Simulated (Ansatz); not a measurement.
# Tetramethyltin (C4H12Sn): up Jacob's ladder to CCSD(T)

Aim: compute tetramethyltin (C4H12Sn) with functionals from several rungs and with coupled cluster. The yardstick is the atomisation energy at the CCSD(T) limit.

The runs use Ansatz 0.2.0, Gaussian basis; functionals in def2-TZVPP, the program's frozen cores in correlated methods.

Plan: LDA (SPW92), PBE-D4, revPBE-D4, BLYP-D4, r2SCAN-D4, B97M-V, PBE0-D4, B3LYP-D4, r2SCANh-D4, r2SCAN0-D4, HSE06-D4, BHLYP-D4, CAM-B3LYP-D4, LC-ωPBE, ωB97X-V, ωB97M-V, B2PLYP, PBE-QIDH; CCSD(T)/def2-SVP; CCSD(T)/def2-TZVPP; MP2/def2-QZVPP; extrapolation to the limit; RPA on PBE.

1 further run of the same task is left out (for a known fault of the program).

## 1. The relaxed structure

The geometry comes from an earlier relaxation with PBE0-D4 in a triple-zeta def2 set; it is a stationary point, not always the lowest conformer. Sn takes the def2 core potential; no spin-orbit term is included.

SMILES `[CH3][Sn]([CH3])([CH3])[CH3]`, 17 atoms, charge 0, spin multiplicity 1.

Atoms are counted from 1 here; the program's logs count them from 0.

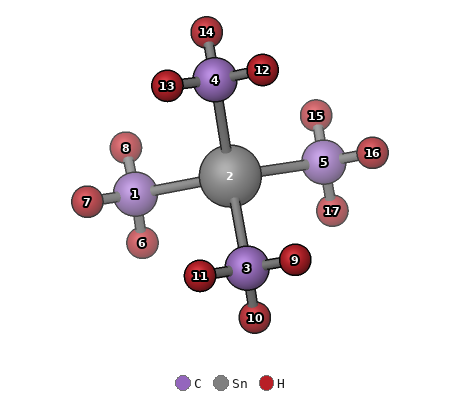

The structure; carbon purple, tin grey, hydrogen red; atoms are numbered from 1 in the order of the file.

## 2. LDA

This LDA is Slater exchange with PW92 correlation.

in.yaml

```yaml
crystal:
  periodic: [false, false, false]
  atoms:
    - {symbol: C, position_ang: [-0.453061, 0.846715, -1.918616]}
    - {symbol: Sn, position_ang: [-0.001111, -0.000038, 0.002351]}
    - {symbol: C, position_ang: [2.083055, 0.281501, 0.436338]}
    - {symbol: C, position_ang: [-0.450954, -2.099710, -0.017171]}
    - {symbol: C, position_ang: [-1.183524, 0.971370, 1.508880]}
    - {symbol: H, position_ang: [-0.235739, 1.915972, -1.923012]}
    - {symbol: H, position_ang: [0.145243, 0.367579, -2.695160]}
    - {symbol: H, position_ang: [-1.508478, 0.705909, -2.157002]}
    - {symbol: H, position_ang: [2.328420, -0.141647, 1.411686]}
    - {symbol: H, position_ang: [2.328544, 1.344596, 0.447345]}
    - {symbol: H, position_ang: [2.698117, -0.209095, -0.319686]}
    - {symbol: H, position_ang: [-0.220854, -2.546491, 0.951332]}
    - {symbol: H, position_ang: [0.138229, -2.607318, -0.782517]}
    - {symbol: H, position_ang: [-1.508996, -2.259456, -0.230690]}
    - {symbol: H, position_ang: [-2.246521, 0.837811, 1.302102]}
    - {symbol: H, position_ang: [-0.965604, 0.551477, 2.492119]}
    - {symbol: H, position_ang: [-0.965866, 2.040323, 1.531802]}
basis:
  gaussian: {orbitals: def2-TZVPP}
hamiltonian: {xc: lda}
output: {orbitals: {seedname: orbitals}}
```

Launch:

```console
ansatz run in.yaml --threads 2 --pin off --events-out ev --progress --plain --max-ram 32768MiB --backend cuda --devices 0, --max-vram 18GiB
```

After this run come: PBE-D4 (GGA); revPBE-D4 (GGA); BLYP-D4 (GGA); r2SCAN-D4 (meta-GGA); B97M-V (meta-GGA); B3LYP-D4 (hybrid); r2SCANh-D4 (hybrid); r2SCAN0-D4 (hybrid); HSE06-D4 (hybrid); BHLYP-D4 (hybrid); CAM-B3LYP-D4 (range-separated); LC-ωPBE (range-separated); ωB97X-V (range-separated); ωB97M-V (range-separated); B2PLYP (double hybrid); PBE-QIDH (double hybrid); CCSD(T) in def2-SVP; CCSD(T) in def2-TZVPP; MP2 in def2-QZVPP; RPA on PBE orbitals.

Q: Predict the results of all the runs planned. Wanted: atomisation energy, CCSD(T)/CBS; farthest beyond LDA; mean size of error, GGA; mean size of error, meta-GGA; mean size of error, hybrid; mean size of error, range-separated; mean size of error, double hybrid; gap, smallest and largest; T1 diagnostic.

The runs gave:

```
                               quantity                                                                                                                  value
        atomisation energy, CCSD(T)/CBS                                                                                                              63.763 eV
    functionals within 0.638 eV (1.0 %)  PBE-D4, r2SCAN-D4, B97M-V, PBE0-D4, B3LYP-D4, r2SCANh-D4, HSE06-D4, CAM-B3LYP-D4, LC-ωPBE, ωB97X-V, ωB97M-V, PBE-QIDH
                    farthest beyond LDA                                                                                                   BHLYP-D4 (-1.491 eV)
                mean size of error, GGA                                                                                                               0.705 eV
           mean size of error, meta-GGA                                                                                                               0.233 eV
             mean size of error, hybrid                                                                                                               0.594 eV
    mean size of error, range-separated                                                                                                               0.282 eV
      mean size of error, double hybrid                                                                                                               0.765 eV
              gap, smallest and largest                                                                                  6.16 eV (BLYP-D4), 13.06 eV (LC-ωPBE)
                          T1 diagnostic                                                                                                                 0.0099
triples share of the correlation energy                                                                                                                  3.5 %
```

What this shows: LDA overbinds by 7.363 eV (12 %). PBE-D4 misses by +0.261 eV. Double hybrids carry the basis error of their MP2 part in triple zeta, and no dispersion term here, so their miss is partly the set-up's. The rungs meta-GGA, range-separated, hybrid miss on average by less than the doubt on the reference (0.638 eV), so they tie. Misses under about 0.638 eV are within the doubt on the reference itself, which lacks core-valence correlation, spin-orbit coupling and higher excitations, and its outer-core shells are covered unevenly. All levels share the lack of spin-orbit coupling, which lowers the free heavy atoms and so the true binding. Hartree-Fock recovers 75 % of the binding; the rest is correlation. CCSD(T) in def2-SVP is off by -3.313 eV, worse than the median functional, from the basis alone. Orbital gaps span 6.2 to 13.1 eV; exact exchange widens them. Correlated methods include outer-core shells of Sn, which these sets cover unevenly.
